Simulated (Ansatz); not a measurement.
**Single-point calculation, with input and output: TiCl$_{2}$O**

TiCl$_{2}$O, computed with RKS PBE0-D4/def2-TZVP (Ansatz 0.2.0).

The geometry comes from this level: PBE-D4/def2-SVP. Figures and captions count atoms from 1; the log counts them from 0 in places.

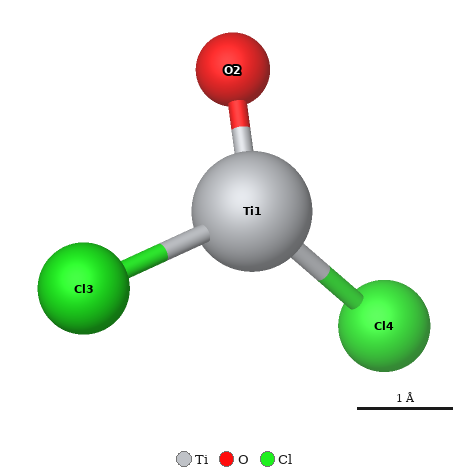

The input geometry (ball-and-stick view, seen at an oblique angle; atoms are numbered from 1 in the order of the input). Sticks mark near contacts. Bond lengths as drawn: Cl–Ti 2.22 Å and O–Ti 1.60 Å.

Input file
```yaml
crystal:
  periodic: [false, false, false]
  atoms:
    - {symbol: Ti, position_ang: [0.072248, -0.001813, 0.252402]}
    - {symbol: O, position_ang: [1.659518, -0.022942, 0.093636]}
    - {symbol: Cl, position_ang: [-0.838993, 1.982548, -0.166599]}
    - {symbol: Cl, position_ang: [-0.892783, -1.957782, -0.179449]}
basis:
  gaussian: {orbitals: def2-TZVP, initial_orbitals: start.molden}
hamiltonian: {xc: pbe0, dispersion: d4}
scf: {omitted_lower_state_checks: [starts]}
output: {forces: true, orbitals: {seedname: orbitals}}
```

Machine: 4 threads of Arm Neoverse V2, 23 GiB of memory available, shared host.

Run as:
```bash
ansatz run in.yaml --threads 4 --pin off --events-out ev --progress --plain --max-ram 3916MiB
```

What the program printed
```
Functional definition: PBE0
  name "PBE0"
  cite "Adamo & Barone, J. Chem. Phys. 110, 6158 (1999) doi:10.1063/1.478522"
  cite "Perdew, Burke & Ernzerhof, Phys. Rev. Lett. 77, 3865 (1996) doi:10.1103/PhysRevLett.77.3865"
  parent pbe
  parameter a = 0.25
  parameter kappa = 0.804
  parameter beta = 0.06672455060314922
  exchange = (1 - a)*pbe_x(kappa = kappa, mu = beta*pi^2/3) + a*exact_x
  correlation = pbe_c(beta = beta)
these checks for a lower state are left out or cut short: starts
1153 factors; their error is unknown
mean field evaluation 1: about -50194.9162 eV, gradient 1.7e2 eV
mean field evaluation 2: about -50197.7582 eV, gradient 4.4e0 eV
mean field evaluation 4: about -50198.0375 eV, gradient 1.6e-1 eV
mean field evaluation 8: about -50198.0375 eV, gradient 1.9e-5 eV
mean field -50198.03750159 eV, -1844.7438527317 hartree, gradient 1.9e-5 eV, S^2 0.000000; 0 other end points of the search recorded, 0 dependent functions left out
the calculation of the forces begins
reference -50198.03753582 eV, -1844.7438539897 hartree; 32, 32 occupied and 118, 118 virtual orbitals, 1153 factors
Total energy: -50198.14263851 eV, -1844.7477164419 hartree
Atom 0 at     0.072248    -0.001813     0.252402 Å, force     0.726046    -0.008907    -0.264925 eV/Å
Atom 1 at     1.659518    -0.022942     0.093636 Å, force    -0.802673     0.010450     0.135968 eV/Å
Atom 2 at    -0.838993     1.982548    -0.166599 Å, force     0.036248    -0.151862     0.063996 eV/Å
Atom 3 at    -0.892783    -1.957782    -0.179449 Å, force     0.040379     0.150319     0.064962 eV/Å
Dipole moment:    -0.167093     0.000848     0.436199 e Å
Checks for a lower state left out: starts
```

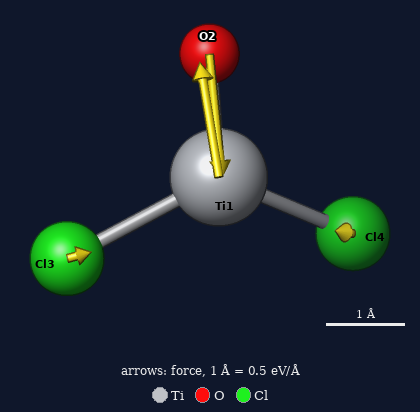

Forces on the atoms as yellow arrows (ball-and-stick view, seen at a tilt; atoms are numbered from 1 in the order of the input). The largest act on O2 (0.81 eV/Å); Ti1 (0.77 eV/Å). The geometry is not a stationary point of this energy.

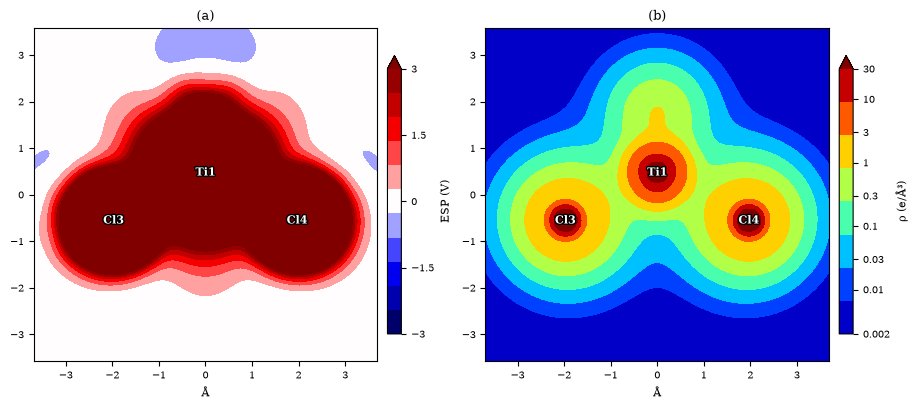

(a) electrostatic potential; (b) total electron density on the plane of atoms Cl3, Ti1 and Cl4. Atoms in the plane: Ti and Cl. Ti–Cl (2.22 Å): ρ is about 0.65 e/Å³ halfway.

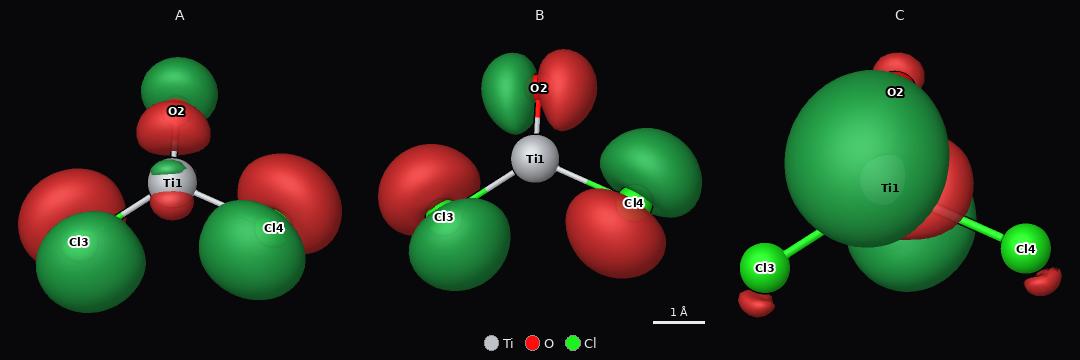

Three frontier orbitals at ±0.1 Å⁻³ᐟ² (green and red are the two phases). A is the HOMO−1 (−9.61 eV). B is the HOMO (−9.26 eV). C is the LUMO (−3.92 eV). It lies mainly on Ti1 (90 %). The HOMO–LUMO gap is 5.34 eV between the orbital energies.

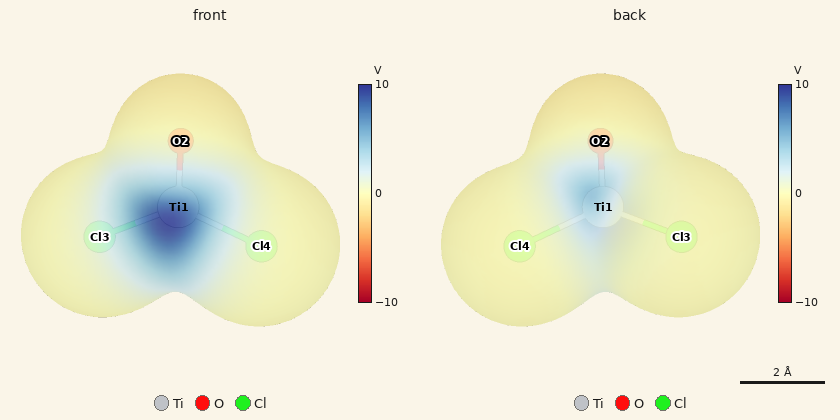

The electrostatic potential painted on the density surface at 0.002 e/bohr³, seen at a tilt and from behind; the colour scale runs from red (negative) to blue (positive).

Key numbers

| quantity | value |
| --- | --- |
| outcome | converged |
| total energy | −50198.1426 eV |
| mean-field energy | −50198.0375 eV |
| dispersion energy | −0.1051 eV |
| SCF solution under orbital rotations | stable |
| HOMO | −9.26 eV |
| LUMO | −3.92 eV |
| largest force (length of the vector) | 0.814 eV/Å |
| dipole moment | 2.24 D |
| wall time | 2 s (CPU time 7.4 s) |
| peak memory | 0.37 GiB |
